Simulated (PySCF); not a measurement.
**CH₃ClLi−, a complex of two parts: interaction energy, part 1 of 3**

Wanted: the interaction energy for `[Li][CH3]` with `[Cl-]`.

Computed with PySCF 2.14.0; each step states its level. No surroundings beyond the atoms listed, unless a continuum is named. Atoms count from 0, parts from 1.

## Step 1: The system as given

6 atoms, charge -1, multiplicity 1; geometry: GFN2-xTB. Parts: 1 = atoms 0–4, `[Li][CH3]`, charge 0; 2 = atom 5, `[Cl-]`, charge -1.

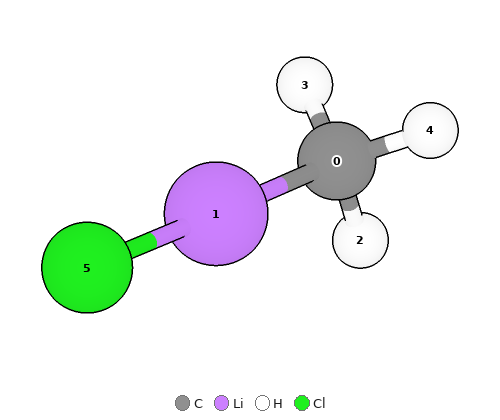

The starting geometry (carbon grey, lithium purple, hydrogen white, chlorine green), atoms numbered.

## Step 2: Geometry optimisation at PBE0-D3(BJ)/def2-TZVPD

Job settings and geometry (Å):

```
{"job": {"xc": "PBE0", "basis": "def2-TZVPD", "d3": "d3bj", "grid": 3, "kind": "geom", "shake": 0.01}, "charge": -1, "multiplicity": 1, "parts": [{"atoms": "0-4", "charge": 0, "multiplicity": 1}, {"atoms": "5-5", "charge": -1, "multiplicity": 1}]}
C     -0.102475     0.029415     0.053548
Li     0.998647    -0.807104    -1.394739
H     -0.944518     0.705735    -0.334102
H     -0.610670    -0.656756     0.700027
H      0.436668     0.687218     0.734625
Cl     2.202074    -1.717055    -2.926215
```

Run with:

```bash
$ OMP_NUM_THREADS=1 python cluster_run.py task.json out
```

This one command runs all jobs of the session in turn.

The log of the run:

```text
step   0  E = -507.54182692  max force = 0.025789
step   1  E = -507.54392235  max force = 0.008268
step   2  E = -507.54415771  max force = 0.001324
step   3  E = -507.54417411  max force = 0.000440
step   4  E = -507.54417832  max force = 0.000206
optimisation converged
```

Wall time 39 s (1 thread of Arm Neoverse N1, shared host); peak memory 0.54 GiB.

Step by step:

```csv
step,energy from step 0 (eV),largest force component (eV/Å)
0,0.0000,1.3261
1,-0.0570,0.4252
2,-0.0634,0.0681
3,-0.0639,0.0226
4,-0.0640,0.0106
```

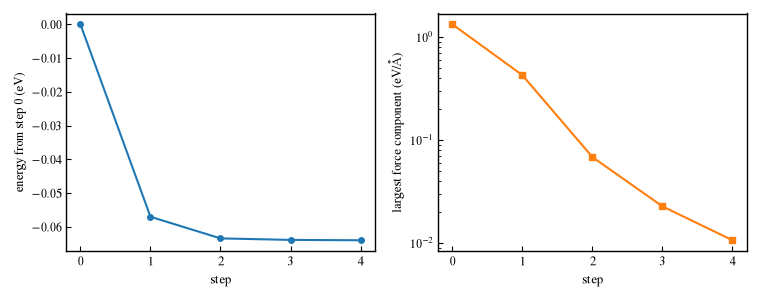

Energy and force, step by step.

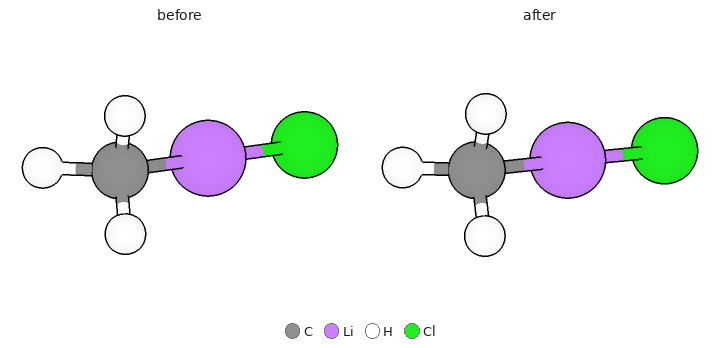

The geometry before (left) and after (right).

Distances of close pairs at the start and the end, largest changes first:

| bond | before (Å) | after (Å) | change (Å) |
| --- | --- | --- | --- |
| C0–Li1 | 2.002 | 2.059 | +0.057 |
| C0–H2 | 1.147 | 1.103 | -0.044 |
| C0–H3 | 1.071 | 1.104 | +0.033 |
| Li1–Cl5 | 2.150 | 2.182 | +0.033 |
| C0–H4 | 1.090 | 1.104 | +0.014 |

The end geometry stands in the next job.

```
                         at the end point                value
  point group (found at 0.08 Å tolerance)                  C3v
rotational constants (GHz, main isotopes)  162.3, 2.481, 2.481
```

Contacts at the end point (a selection, picked against the atoms' radii; other short pairs can be missing):

```
    atoms  distance (Å)  kind (by distance and angle)  angle (°)
Li1···Cl5          2.18              bonding distance          –
```

Against the parts relaxed at this level the binding energy is -47.98 kcal/mol, without counterpoise.

## Step 3: Coupled-cluster interaction energy: CCSD(T) and MP2, 2.18 Å

Job settings and geometry (Å):

```
{"job": {"kind": "intercc", "basis": "aug-cc-pVDZ", "basis_mid": "aug-cc-pVTZ", "basis_large": "aug-cc-pVQZ"}, "charge": -1, "multiplicity": 1, "parts": [{"atoms": "0-4", "charge": 0, "multiplicity": 1}, {"atoms": "5-5", "charge": -1, "multiplicity": 1}]}
C     -0.147659     0.071408     0.087852
Li     0.966242    -0.821403    -1.396108
H     -0.953541     0.720952    -0.293653
H     -0.645609    -0.661770     0.745610
H      0.455457     0.709526     0.756351
Cl     2.141222    -1.781648    -2.964613
```

With the program's defaults for keys left out, this is: CCSD(T)/aug-cc-pVDZ and MP2/aug-cc-pVTZ, aug-cc-pVQZ counterpoise interaction energy, frozen core, gas phase.

The log of the run:

```text
part 1, own basis, geometry of the cluster
final grid: 38176 points
cycle   1  E = -47.0154482385  dE = -1.979e-01  |g| = 2.536e-01  |ddm| = 3.632e+00
cycle   2  E = -47.0316425424  dE = -1.619e-02  |g| = 1.205e-01  |ddm| = 1.034e+00
cycle   3  E = -47.0356478403  dE = -4.005e-03  |g| = 2.417e-02  |ddm| = 2.554e-01
cycle   4  E = -47.0359769185  dE = -3.291e-04  |g| = 3.933e-03  |ddm| = 1.605e-01
cycle   5  E = -47.0359985848  dE = -2.167e-05  |g| = 9.645e-04  |ddm| = 3.885e-02
cycle   6  E = -47.0360003189  dE = -1.734e-06  |g| = 2.608e-04  |ddm| = 1.019e-02
cycle   7  E = -47.0360004514  dE = -1.325e-07  |g| = 9.413e-05  |ddm| = 2.525e-03
cycle   8  E = -47.0360004661  dE = -1.470e-08  |g| = 2.256e-05  |ddm| = 9.124e-04
cycle   9  E = -47.0360004669  dE = -8.198e-10  |g| = 3.896e-06  |ddm| = 1.934e-04
converged SCF energy = -47.0360004669

part 2, own basis, geometry of the cluster
final grid: 11752 points
cycle   1  E = -459.5313811503  dE = -2.624e-01  |g| = 3.308e-01  |ddm| = 5.018e-01
cycle   2  E = -459.5679486961  dE = -3.657e-02  |g| = 1.745e-01  |ddm| = 9.729e-01
cycle   3  E = -459.5736707431  dE = -5.722e-03  |g| = 1.447e-02  |ddm| = 1.846e-01
cycle   4  E = -459.5737325466  dE = -6.180e-05  |g| = 2.898e-03  |ddm| = 3.265e-02
cycle   5  E = -459.5737369306  dE = -4.384e-06  |g| = 3.723e-04  |ddm| = 1.275e-02
cycle   6  E = -459.5737370341  dE = -1.035e-07  |g| = 1.955e-05  |ddm| = 2.526e-03
cycle   7  E = -459.5737370343  dE = -2.409e-10  |g| = 2.152e-06  |ddm| = 8.779e-05
converged SCF energy = -459.5737370343

part 1, own basis, relaxed alone
final grid: 38176 points
cycle   1  E = -47.0153649177  dE = -1.687e-01  |g| = 2.655e-01  |ddm| = 3.804e+00
cycle   2  E = -47.0323464903  dE = -1.698e-02  |g| = 1.236e-01  |ddm| = 1.183e+00
cycle   3  E = -47.0365326621  dE = -4.186e-03  |g| = 2.383e-02  |ddm| = 2.620e-01
cycle   4  E = -47.0368410756  dE = -3.084e-04  |g| = 3.887e-03  |ddm| = 1.722e-01
cycle   5  E = -47.0368626736  dE = -2.160e-05  |g| = 1.033e-03  |ddm| = 4.228e-02
cycle   6  E = -47.0368647615  dE = -2.088e-06  |g| = 3.138e-04  |ddm| = 1.230e-02
cycle   7  E = -47.0368649512  dE = -1.897e-07  |g| = 1.081e-04  |ddm| = 3.404e-03
cycle   8  E = -47.0368649702  dE = -1.908e-08  |g| = 2.272e-05  |ddm| = 1.143e-03
cycle   9  E = -47.0368649711  dE = -8.309e-10  |g| = 3.894e-06  |ddm| = 2.007e-04
converged SCF energy = -47.0368649711

part 2, own basis, relaxed alone: E = -459.5737370343 (as before)

cluster
final grid: 5648 points
cycle   1  E = -506.6838813696  dE = -1.742e-02  |g| = 5.905e-02  |ddm| = 2.228e+00
cycle   2  E = -506.6854018658  dE = -1.520e-03  |g| = 1.829e-02  |ddm| = 3.923e-01
cycle   3  E = -506.6856220855  dE = -2.202e-04  |g| = 7.320e-03  |ddm| = 1.003e-01
cycle   4  E = -506.6856823879  dE = -6.030e-05  |g| = 1.698e-03  |ddm| = 6.674e-02
cycle   5  E = -506.6856866426  dE = -4.255e-06  |g| = 5.327e-04  |ddm| = 1.146e-02
cycle   6  E = -506.6856870181  dE = -3.755e-07  |g| = 1.726e-04  |ddm| = 2.689e-03
cycle   7  E = -506.6856870592  dE = -4.105e-08  |g| = 4.943e-05  |ddm| = 1.195e-03
cycle   8  E = -506.6856870625  dE = -3.372e-09  |g| = 1.378e-05  |ddm| = 6.442e-04
cycle   9  E = -506.6856870628  dE = -2.253e-10  |g| = 3.979e-06  |ddm| = 1.295e-04
converged SCF energy = -506.6856870628

part 1 in the basis of the cluster
final grid: 5648 points
cycle   1  E = -47.0360632760  dE = -6.233e-05  |g| = 1.293e-03  |ddm| = 9.103e-01
cycle   2  E = -47.0360636743  dE = -3.983e-07  |g| = 1.314e-04  |ddm| = 8.113e-02
cycle   3  E = -47.0360636809  dE = -6.630e-09  |g| = 1.494e-05  |ddm| = 9.954e-03
cycle   4  E = -47.0360636811  dE = -2.335e-10  |g| = 7.564e-06  |ddm| = 5.680e-04
converged SCF energy = -47.0360636811

part 2 in the basis of the cluster
final grid: 5648 points
cycle   1  E = -459.5735255780  dE = -5.192e-05  |g| = 1.420e-03  |ddm| = 2.146e-01
cycle   2  E = -459.5735263433  dE = -7.653e-07  |g| = 2.737e-04  |ddm| = 2.636e-02
cycle   3  E = -459.5735263930  dE = -4.964e-08  |g| = 1.320e-04  |ddm| = 4.962e-03
cycle   4  E = -459.5735263980  dE = -5.092e-09  |g| = 1.919e-05  |ddm| = 9.851e-04
cycle   5  E = -459.5735263984  dE = -4.066e-10  |g| = 1.986e-06  |ddm| = 4.389e-04
converged SCF energy = -459.5735263984

Interaction energy (kcal/mol)
  counterpoise      -47.833
  uncorrected       -48.659
  dispersion part     0.000
  deformation         0.395
  binding           -47.438

Decomposition of the uncorrected value (kcal/mol)
  electrostatic     -53.510
  Pauli              17.753
  orbital           -12.067
  dispersion          0.000
  correlation        -0.835

Charge of each part in the cluster: -0.016 -0.984
part 1, own basis, geometry of the cluster
final grid: 38176 points
cycle   1  E = -47.0177727104  dE = -1.989e-01  |g| = 2.574e-01  |ddm| = 3.885e+00
cycle   2  E = -47.0341439564  dE = -1.637e-02  |g| = 1.214e-01  |ddm| = 1.134e+00
cycle   3  E = -47.0381939237  dE = -4.050e-03  |g| = 2.483e-02  |ddm| = 2.523e-01
cycle   4  E = -47.0385287820  dE = -3.349e-04  |g| = 4.075e-03  |ddm| = 1.653e-01
cycle   5  E = -47.0385514309  dE = -2.265e-05  |g| = 1.023e-03  |ddm| = 4.020e-02
cycle   6  E = -47.0385533234  dE = -1.892e-06  |g| = 2.687e-04  |ddm| = 1.134e-02
cycle   7  E = -47.0385534621  dE = -1.387e-07  |g| = 9.850e-05  |ddm| = 2.731e-03
cycle   8  E = -47.0385534783  dE = -1.614e-08  |g| = 2.414e-05  |ddm| = 9.743e-04
cycle   9  E = -47.0385534792  dE = -9.045e-10  |g| = 4.227e-06  |ddm| = 2.057e-04
converged SCF energy = -47.0385534792

part 2, own basis, geometry of the cluster
final grid: 11752 points
cycle   1  E = -459.5342451570  dE = -2.626e-01  |g| = 3.296e-01  |ddm| = 7.092e-01
cycle   2  E = -459.5708423922  dE = -3.660e-02  |g| = 1.774e-01  |ddm| = 9.359e-01
cycle   3  E = -459.5765244725  dE = -5.682e-03  |g| = 1.539e-02  |ddm| = 4.004e-01
cycle   4  E = -459.5765884905  dE = -6.402e-05  |g| = 3.203e-03  |ddm| = 3.479e-02
cycle   5  E = -459.5765934595  dE = -4.969e-06  |g| = 4.344e-04  |ddm| = 1.106e-02
cycle   6  E = -459.5765936147  dE = -1.552e-07  |g| = 3.518e-05  |ddm| = 2.672e-03
cycle   7  E = -459.5765936161  dE = -1.445e-09  |g| = 1.941e-06  |ddm| = 2.890e-04
cycle   8  E = -459.5765936161  dE = -2.160e-12  |g| = 1.965e-07  |ddm| = 5.823e-06
converged SCF energy = -459.5765936161

part 1, own basis, relaxed alone
final grid: 38176 points
cycle   1  E = -47.0177047897  dE = -1.698e-01  |g| = 2.695e-01  |ddm| = 4.096e+00
cycle   2  E = -47.0348743062  dE = -1.717e-02  |g| = 1.246e-01  |ddm| = 1.270e+00
cycle   3  E = -47.0391070514  dE = -4.233e-03  |g| = 2.450e-02  |ddm| = 2.614e-01
cycle   4  E = -47.0394210991  dE = -3.140e-04  |g| = 4.021e-03  |ddm| = 1.750e-01
cycle   5  E = -47.0394436586  dE = -2.256e-05  |g| = 1.088e-03  |ddm| = 4.338e-02
cycle   6  E = -47.0394459255  dE = -2.267e-06  |g| = 3.239e-04  |ddm| = 1.351e-02
cycle   7  E = -47.0394461240  dE = -1.985e-07  |g| = 1.138e-04  |ddm| = 3.610e-03
cycle   8  E = -47.0394461451  dE = -2.106e-08  |g| = 2.443e-05  |ddm| = 1.210e-03
cycle   9  E = -47.0394461460  dE = -9.167e-10  |g| = 4.216e-06  |ddm| = 2.123e-04
converged SCF energy = -47.0394461460

part 2, own basis, relaxed alone: E = -459.5765936161 (as before)

cluster
final grid: 5648 points
cycle   1  E = -506.6893510123  dE = -1.744e-02  |g| = 6.318e-02  |ddm| = 1.958e+00
cycle   2  E = -506.6908960189  dE = -1.545e-03  |g| = 2.023e-02  |ddm| = 4.235e-01
cycle   3  E = -506.6911174075  dE = -2.214e-04  |g| = 7.706e-03  |ddm| = 9.439e-02
cycle   4  E = -506.6911829685  dE = -6.556e-05  |g| = 1.760e-03  |ddm| = 6.978e-02
cycle   5  E = -506.6911874072  dE = -4.439e-06  |g| = 5.322e-04  |ddm| = 1.031e-02
cycle   6  E = -506.6911877881  dE = -3.810e-07  |g| = 1.758e-04  |ddm| = 2.632e-03
cycle   7  E = -506.6911878279  dE = -3.974e-08  |g| = 5.090e-05  |ddm| = 1.188e-03
cycle   8  E = -506.6911878313  dE = -3.466e-09  |g| = 1.369e-05  |ddm| = 6.402e-04
cycle   9  E = -506.6911878316  dE = -2.351e-10  |g| = 3.888e-06  |ddm| = 1.446e-04
converged SCF energy = -506.6911878316

part 1 in the basis of the cluster
final grid: 5648 points
cycle   1  E = -47.0385756162  dE = -2.183e-05  |g| = 9.202e-04  |ddm| = 6.604e-01
cycle   2  E = -47.0385757506  dE = -1.343e-07  |g| = 8.465e-05  |ddm| = 6.357e-02
cycle   3  E = -47.0385757521  dE = -1.556e-09  |g| = 4.747e-06  |ddm| = 8.209e-03
cycle   4  E = -47.0385757522  dE = -1.931e-11  |g| = 1.955e-06  |ddm| = 5.508e-04
converged SCF energy = -47.0385757522

part 2 in the basis of the cluster
final grid: 5648 points
cycle   1  E = -459.5763561874  dE = -1.029e-05  |g| = 1.004e-03  |ddm| = 1.737e-01
cycle   2  E = -459.5763566674  dE = -4.799e-07  |g| = 2.819e-04  |ddm| = 1.663e-02
cycle   3  E = -459.5763567170  dE = -4.967e-08  |g| = 1.176e-04  |ddm| = 2.724e-03
cycle   4  E = -459.5763567249  dE = -7.918e-09  |g| = 1.103e-05  |ddm| = 1.351e-03
cycle   5  E = -459.5763567251  dE = -1.581e-10  |g| = 1.169e-06  |ddm| = 2.829e-04
converged SCF energy = -459.5763567251

Interaction energy (kcal/mol)
  counterpoise      -48.150
  uncorrected       -48.626
  dispersion part     0.000
  deformation         0.461
  binding           -47.689

Decomposition of the uncorrected value (kcal/mol)
  electrostatic     -53.430
  Pauli              17.653
  orbital           -12.094
  dispersion          0.000
  correlation        -0.755

Charge of each part in the cluster: -0.016 -0.984
part 1 in the basis of the cluster: E(HF) = -47.023312204  E2 = -0.177837546  E(CCSD corr) = -0.197325733  (T) = -0.006198193
part 2 in the basis of the cluster: E(HF) = -459.563778837  E2 = -0.160831224  E(CCSD corr) = -0.172333665  (T) = -0.004469343
cluster: E(HF) = -506.661347014  E2 = -0.338003029  E(CCSD corr) = -0.369200348  (T) = -0.010503087

Counterpoise interaction energy (kcal/mol)
  hf_small                 -46.596
  mp2_small                -46.179
  ccsd_small               -46.308
  ccsdt_small              -46.205
  hf_large                 -47.851
  mp2_large                -48.150
  hf_middle                -47.752
  mp2_middle               -47.833
  scs_mp2_large            -47.915
  mp2_limit                -48.309
  ccsdt_less_mp2            -0.026
  ccsdt_limit_estimate     -48.335
  bsse_mp2_large             0.476
```

It took 2.4 min on 1 thread of Arm Neoverse N1, shared host; peak memory 1.2 GiB.

Contacts at this geometry (a selection, picked against the atoms' radii; other short pairs can be missing):

```csv
atoms,distance (Å),kind (by distance and angle),angle (°)
Li1···Cl5,2.18,bonding distance,–
```

Differences are taken before rounding.

```csv
method,interaction energy (kcal/mol),"from CCSD(T), limit estimate (kcal/mol)"
HF/aug-cc-pVDZ,-46.60,+1.74
MP2/aug-cc-pVDZ,-46.18,+2.16
CCSD/aug-cc-pVDZ,-46.31,+2.03
CCSD(T)/aug-cc-pVDZ,-46.21,+2.13
HF/aug-cc-pVQZ,-47.85,+0.48
MP2/aug-cc-pVQZ,-48.15,+0.19
SCS-MP2/aug-cc-pVQZ,-47.92,+0.42
"MP2, extrapolated",-48.31,+0.03
"CCSD(T), limit estimate",-48.34,0
```

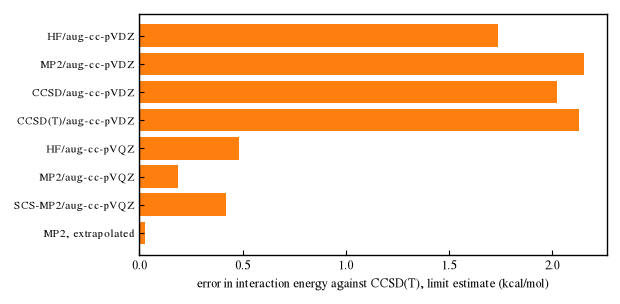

Error of each method against CCSD(T), limit estimate.

These energies keep the parts at their geometry in the cluster; deforming them to it costs 0.46 kcal/mol (MP2).

## Step 4: Coupled-cluster interaction energy: CCSD(T) and MP2, 2.29 Å

Same as in step 3 but for these lines:

```diff
@@ -6,2 +6,2 @@
 H      0.455457     0.709526     0.756351
-Cl     2.141222    -1.781648    -2.964613
+Cl     2.199971    -1.829660    -3.043038
```

Method: CCSD(T)/aug-cc-pVDZ and MP2/aug-cc-pVTZ, aug-cc-pVQZ counterpoise interaction energy, frozen core, gas phase.

The log of the run:

```text
part 1, own basis, geometry of the cluster: E = -47.0360004669 (as before)

part 2, own basis, geometry of the cluster: E = -459.5737370343 (as before)

part 1, own basis, relaxed alone: E = -47.0368649711 (as before)

part 2, own basis, relaxed alone: E = -459.5737370343 (as before)

cluster
final grid: 5648 points
cycle   1  E = -506.6836297216  dE = -1.496e-02  |g| = 5.412e-02  |ddm| = 1.837e+00
cycle   2  E = -506.6850174224  dE = -1.388e-03  |g| = 1.737e-02  |ddm| = 3.398e-01
cycle   3  E = -506.6852293372  dE = -2.119e-04  |g| = 7.068e-03  |ddm| = 9.187e-02
cycle   4  E = -506.6852880002  dE = -5.866e-05  |g| = 1.609e-03  |ddm| = 6.132e-02
cycle   5  E = -506.6852917903  dE = -3.790e-06  |g| = 4.764e-04  |ddm| = 1.041e-02
cycle   6  E = -506.6852920826  dE = -2.923e-07  |g| = 1.577e-04  |ddm| = 2.343e-03
cycle   7  E = -506.6852921156  dE = -3.295e-08  |g| = 4.511e-05  |ddm| = 1.082e-03
cycle   8  E = -506.6852921184  dE = -2.839e-09  |g| = 1.205e-05  |ddm| = 5.821e-04
cycle   9  E = -506.6852921186  dE = -1.809e-10  |g| = 3.402e-06  |ddm| = 1.062e-04
converged SCF energy = -506.6852921186

part 1 in the basis of the cluster
final grid: 5648 points
cycle   1  E = -47.0360450528  dE = -4.420e-05  |g| = 1.018e-03  |ddm| = 6.271e-01
cycle   2  E = -47.0360453050  dE = -2.522e-07  |g| = 9.878e-05  |ddm| = 4.628e-02
cycle   3  E = -47.0360453090  dE = -4.011e-09  |g| = 1.157e-05  |ddm| = 4.963e-03
cycle   4  E = -47.0360453092  dE = -1.407e-10  |g| = 5.202e-06  |ddm| = 3.193e-04
converged SCF energy = -47.0360453092

part 2 in the basis of the cluster
final grid: 5648 points
cycle   1  E = -459.5735236161  dE = -4.894e-05  |g| = 1.383e-03  |ddm| = 2.210e-01
cycle   2  E = -459.5735243511  dE = -7.350e-07  |g| = 2.714e-04  |ddm| = 2.565e-02
cycle   3  E = -459.5735243997  dE = -4.861e-08  |g| = 1.310e-04  |ddm| = 4.350e-03
cycle   4  E = -459.5735244049  dE = -5.113e-09  |g| = 1.883e-05  |ddm| = 8.773e-04
cycle   5  E = -459.5735244053  dE = -3.904e-10  |g| = 1.913e-06  |ddm| = 4.136e-04
converged SCF energy = -459.5735244053

Interaction energy (kcal/mol)
  counterpoise      -47.640
  uncorrected       -48.395
  dispersion part     0.000
  deformation         0.395
  binding           -47.245

Decomposition of the uncorrected value (kcal/mol)
  electrostatic     -49.969
  Pauli              12.823
  orbital           -10.429
  dispersion          0.000
  correlation        -0.819

Charge of each part in the cluster: -0.018 -0.982
part 1, own basis, geometry of the cluster: E = -47.0385534792 (as before)

part 2, own basis, geometry of the cluster: E = -459.5765936161 (as before)

part 1, own basis, relaxed alone: E = -47.0394461460 (as before)

part 2, own basis, relaxed alone: E = -459.5765936161 (as before)

cluster
final grid: 5648 points
cycle   1  E = -506.6890759663  dE = -1.498e-02  |g| = 5.767e-02  |ddm| = 1.656e+00
cycle   2  E = -506.6904841529  dE = -1.408e-03  |g| = 1.914e-02  |ddm| = 3.677e-01
cycle   3  E = -506.6906959890  dE = -2.118e-04  |g| = 7.469e-03  |ddm| = 8.597e-02
cycle   4  E = -506.6907603126  dE = -6.432e-05  |g| = 1.674e-03  |ddm| = 6.453e-02
cycle   5  E = -506.6907642822  dE = -3.970e-06  |g| = 4.783e-04  |ddm| = 9.528e-03
cycle   6  E = -506.6907645833  dE = -3.011e-07  |g| = 1.604e-04  |ddm| = 2.340e-03
cycle   7  E = -506.6907646151  dE = -3.177e-08  |g| = 4.683e-05  |ddm| = 1.092e-03
cycle   8  E = -506.6907646180  dE = -2.917e-09  |g| = 1.226e-05  |ddm| = 5.827e-04
cycle   9  E = -506.6907646182  dE = -1.977e-10  |g| = 3.183e-06  |ddm| = 1.281e-04
converged SCF energy = -506.6907646182

part 1 in the basis of the cluster
final grid: 5648 points
cycle   1  E = -47.0385741863  dE = -2.048e-05  |g| = 8.717e-04  |ddm| = 5.976e-01
cycle   2  E = -47.0385743119  dE = -1.256e-07  |g| = 7.954e-05  |ddm| = 5.858e-02
cycle   3  E = -47.0385743134  dE = -1.459e-09  |g| = 4.545e-06  |ddm| = 7.612e-03
cycle   4  E = -47.0385743134  dE = -1.814e-11  |g| = 1.841e-06  |ddm| = 5.272e-04
converged SCF energy = -47.0385743134

part 2 in the basis of the cluster
final grid: 5648 points
cycle   1  E = -459.5763565698  dE = -9.944e-06  |g| = 9.958e-04  |ddm| = 2.037e-01
cycle   2  E = -459.5763570456  dE = -4.758e-07  |g| = 2.813e-04  |ddm| = 2.083e-02
cycle   3  E = -459.5763570953  dE = -4.962e-08  |g| = 1.172e-04  |ddm| = 3.085e-03
cycle   4  E = -459.5763571032  dE = -7.961e-09  |g| = 1.064e-05  |ddm| = 1.459e-03
cycle   5  E = -459.5763571034  dE = -1.491e-10  |g| = 1.154e-06  |ddm| = 2.612e-04
converged SCF energy = -459.5763571034

Interaction energy (kcal/mol)
  counterpoise      -47.879
  uncorrected       -48.310
  dispersion part     0.000
  deformation         0.461
  binding           -47.417

Decomposition of the uncorrected value (kcal/mol)
  electrostatic     -49.878
  Pauli              12.733
  orbital           -10.461
  dispersion          0.000
  correlation        -0.704

Charge of each part in the cluster: -0.018 -0.982
part 1 in the basis of the cluster: E(HF) = -47.023266331  E2 = -0.177789779  E(CCSD corr) = -0.197282023  (T) = -0.006192890
part 2 in the basis of the cluster: E(HF) = -459.563778467  E2 = -0.160708022  E(CCSD corr) = -0.172198431  (T) = -0.004445782
cluster: E(HF) = -506.661426527  E2 = -0.338027318  E(CCSD corr) = -0.369221104  (T) = -0.010514088

Counterpoise interaction energy (kcal/mol)
  hf_small                 -46.675
  mp2_small                -46.380
  ccsd_small               -46.513
  ccsdt_small              -46.434
  hf_large                 -47.586
  mp2_large                -47.879
  hf_middle                -47.517
  mp2_middle               -47.640
  scs_mp2_large            -47.669
  mp2_limit                -48.002
  ccsdt_less_mp2            -0.054
  ccsdt_limit_estimate     -48.056
  bsse_mp2_large             0.431
```

Wall time 2.1 min (1 thread of Arm Neoverse N1, shared host); peak memory 1.2 GiB.

Contacts at this geometry (a selection, picked against the atoms' radii; other short pairs can be missing):

| atoms | distance (Å) | kind (by distance and angle) | angle (°) |
| --- | --- | --- | --- |
| Li1···Cl5 | 2.29 | bonding distance | – |

Differences are taken before rounding.

| method | interaction energy (kcal/mol) | from CCSD(T), limit estimate (kcal/mol) |
| --- | --- | --- |
| HF/aug-cc-pVDZ | -46.68 | +1.38 |
| MP2/aug-cc-pVDZ | -46.38 | +1.68 |
| CCSD/aug-cc-pVDZ | -46.51 | +1.54 |
| CCSD(T)/aug-cc-pVDZ | -46.43 | +1.62 |
| HF/aug-cc-pVQZ | -47.59 | +0.47 |
| MP2/aug-cc-pVQZ | -47.88 | +0.18 |
| SCS-MP2/aug-cc-pVQZ | -47.67 | +0.39 |
| MP2, extrapolated | -48.00 | +0.05 |
| CCSD(T), limit estimate | -48.06 | 0 |

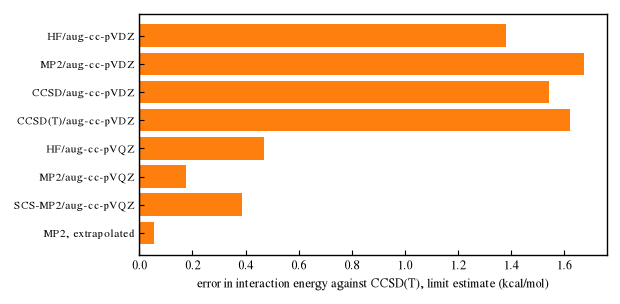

How far each level lands from CCSD(T), limit estimate.

These energies keep the parts at their geometry in the cluster; deforming them to it costs 0.46 kcal/mol (MP2).

(Continued in part 2 of 3.)
